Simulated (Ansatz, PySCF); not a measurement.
Breaking a bond: CaH, doublet.

Methods: UKS-PBE = unrestricted PBE/def2-SVP (Ansatz, an electronic-structure program); UKS-B3LYP = unrestricted B3LYP/def2-SVP in PySCF; UKS-TPSSh = PySCF with unrestricted TPSSh/def2-SVP.

Energies are in kJ/mol, each relative to the lowest point of its own curve near equilibrium.

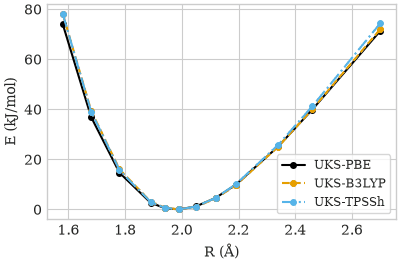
Energy against bond length for each method.

```json
[
 {"R / Å": "1.58", "UKS-PBE": "73.9", "UKS-B3LYP": "78.1", "UKS-TPSSh": "78.1"},
 {"R / Å": "1.68", "UKS-PBE": "36.9", "UKS-B3LYP": "39.4", "UKS-TPSSh": "39.1"},
 {"R / Å": "1.78", "UKS-PBE": "14.6", "UKS-B3LYP": "16.0", "UKS-TPSSh": "15.7"},
 {"R / Å": "1.89", "UKS-PBE": "2.7", "UKS-B3LYP": "3.1", "UKS-TPSSh": "3.0"},
 {"R / Å": "1.94", "UKS-PBE": "0.5", "UKS-B3LYP": "0.7", "UKS-TPSSh": "0.6"},
 {"R / Å": "1.99", "UKS-PBE": "0.0", "UKS-B3LYP": "0.0", "UKS-TPSSh": "0.0"},
 {"R / Å": "2.05", "UKS-PBE": "1.2", "UKS-B3LYP": "1.0", "UKS-TPSSh": "1.2"},
 {"R / Å": "2.12", "UKS-PBE": "4.7", "UKS-B3LYP": "4.4", "UKS-TPSSh": "4.7"},
 {"R / Å": "2.19", "UKS-PBE": "9.9", "UKS-B3LYP": "9.6", "UKS-TPSSh": "10.0"},
 {"R / Å": "2.34", "UKS-PBE": "25.2", "UKS-B3LYP": "25.1", "UKS-TPSSh": "25.8"},
 {"R / Å": "2.46", "UKS-PBE": "39.9", "UKS-B3LYP": "40.1", "UKS-TPSSh": "41.2"},
 {"R / Å": "2.70", "UKS-PBE": "71.3", "UKS-B3LYP": "72.0", "UKS-TPSSh": "74.4"}
]
```

At the longest distance, 2.70 Å, UKS-TPSSh lies highest above its minimum (74.4 kJ/mol) and UKS-PBE lowest (71.3 kJ/mol).

The scan ran from 1.58 to 7.99 Å; beyond the distances shown one of the unrestricted levels run for this scan, shown here or not, changes its spin distribution in one step.
